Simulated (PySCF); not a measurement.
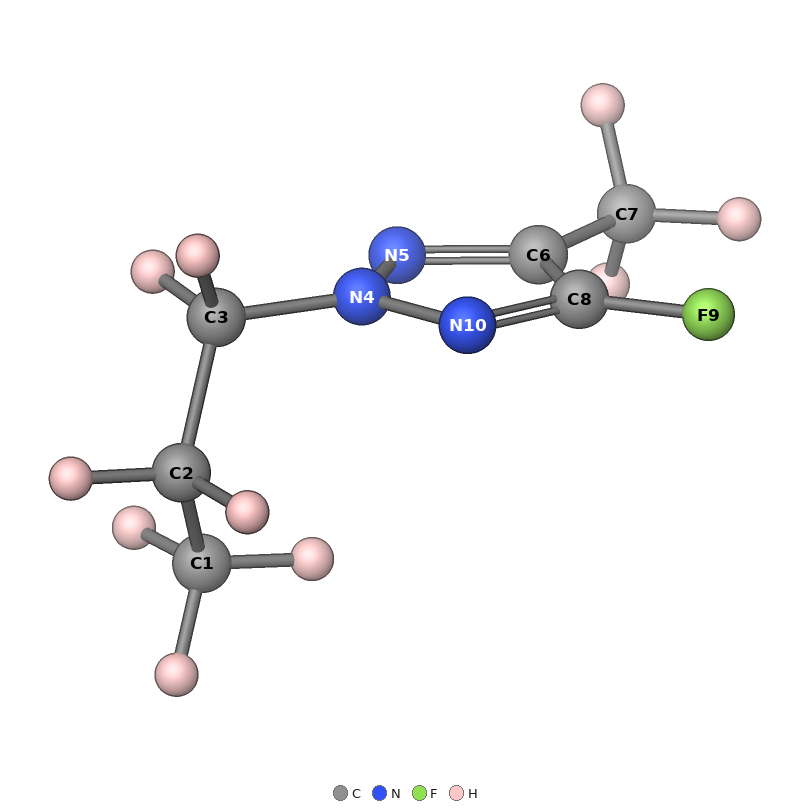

Atoms fade into the background with distance from the viewer. Computed geometry: PBE0-D3(BJ)/def2-SVP optimisation. No frequency run is at hand to confirm it as a minimum.

Question: What is the conformation of the ring N4–N5–C6–C8–N10?

Answer: It is planar. The Cremer–Pople amplitude Q is 0.00 Å.

Question: Give the torsion angles round the ring, beginning with the bond from its second to its third atom.

Answer: 0°, 0°, 0°, 0°, 0°.
